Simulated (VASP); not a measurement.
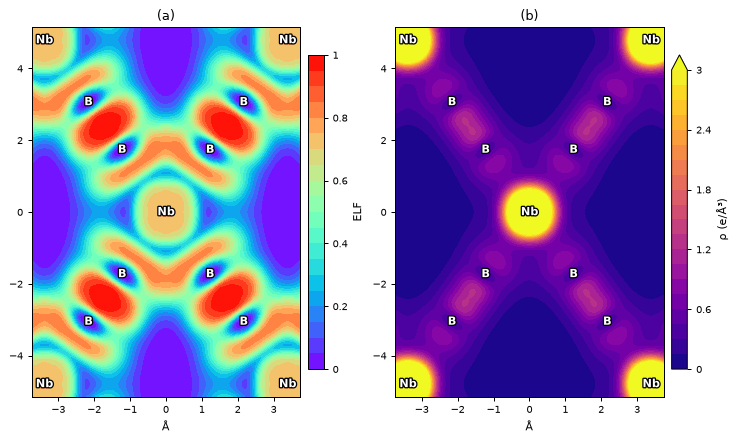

*NbB8. (a) electron localisation function; (b) valence charge density (pseudo) on the (110) plane of the conventional cell.*

Space group Im-3m; a generated structure, not necessarily the stable one.

Level of theory: Kohn-Sham DFT of a periodic cell, PBE, VASP PAW PBE potentials, recommended in VASP 6.6.1.

The density is the valence pseudo-density of a PAW calculation; it isn't the true density close to the nuclei.

```yaml
crystal:
  lattice:
    - [6.77530, 0.00000, 0.00000]
    - [0.00000, 6.77530, 0.00000]
    - [0.00000, 0.00000, 6.77530]
  atoms:
    - { symbol: Nb, position: [0.00000, 0.00000, 0.00000] }
    - { symbol: Nb, position: [0.50000, 0.50000, 0.50000] }
    - { symbol: B, position: [0.31919, 0.31919, 0.31919] }
    - { symbol: B, position: [0.81919, 0.81919, 0.81919] }
    - { symbol: B, position: [0.18081, 0.18081, 0.81919] }
    - { symbol: B, position: [0.68081, 0.68081, 0.31919] }
    - { symbol: B, position: [0.18081, 0.81919, 0.18081] }
    - { symbol: B, position: [0.68081, 0.31919, 0.68081] }
    - { symbol: B, position: [0.81919, 0.18081, 0.18081] }
    - { symbol: B, position: [0.31919, 0.68081, 0.68081] }
    - { symbol: B, position: [0.31919, 0.31919, 0.68081] }
    - { symbol: B, position: [0.81919, 0.81919, 0.18081] }
    - { symbol: B, position: [0.18081, 0.18081, 0.18081] }
    - { symbol: B, position: [0.68081, 0.68081, 0.68081] }
    - { symbol: B, position: [0.31919, 0.68081, 0.31919] }
    - { symbol: B, position: [0.81919, 0.18081, 0.81919] }
    - { symbol: B, position: [0.68081, 0.31919, 0.31919] }
    - { symbol: B, position: [0.18081, 0.81919, 0.81919] }
```

Interpret the plot.

Answer. The plane passes through Nb and B nuclei.
B–B (1.62 Å): the density is about 1.2 e/Å³ at the midpoint; the ELF peaks at about 1 between the atoms, as expected for a covalent bond.
Nb–B (2.12 Å): ρ at the midpoint is about 0.71 e/Å³; the ELF peaks at about 0.80 in the valence shell of B, 0.6 Å from its nucleus, and drops to about 0.30 between the two atoms.
Between the atoms the lowest density in this plane is 0.004 e/Å³.
The features right at Nb lie inside the PAW spheres, where the map follows smoothed inner orbitals and isn't to be read closely.
